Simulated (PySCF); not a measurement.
SMILES C=[CH][SnH]([NH2])[NH2], singlet at its PBE0/def2-SVP optimised geometry (Å):

```
13

Sn    -1.7020    -0.5794     0.0000
N     -2.6419    -1.4736     1.5758
N     -2.2837    -1.7699    -1.5503
C      0.4388    -0.5794     0.0000
C      1.1452     0.5513     0.0928
H     -2.2425     1.0600     0.0000
H     -2.5760    -0.9421     2.4418
H     -2.2939    -2.4118     1.7656
H     -1.8743    -1.5120    -2.4460
H     -3.2946    -1.7999    -1.6689
H      0.9725    -1.5356    -0.0721
H      2.2425     0.5559     0.0997
H      0.6660     1.5356     0.1654
```

Method: PBE0/def2-TZVP, def2 effective core potentials past Kr in PySCF 2.14.0. The core electrons that the potentials of Sn replace are not part of the density.

Map of the Laplacian of the electron density (e/bohr⁵), clipped to [-1.50, 1.50] on the plane z = 0.8 Å:

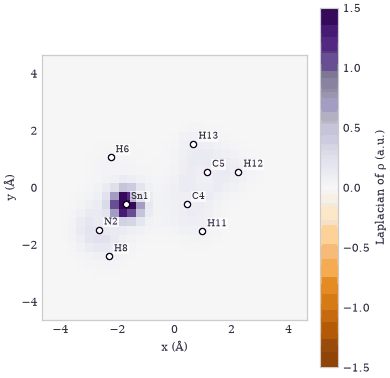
Figure. Laplacian of the electron density (e/bohr⁵), clipped to [-1.50, 1.50] on the plane z = 0.8 Å.
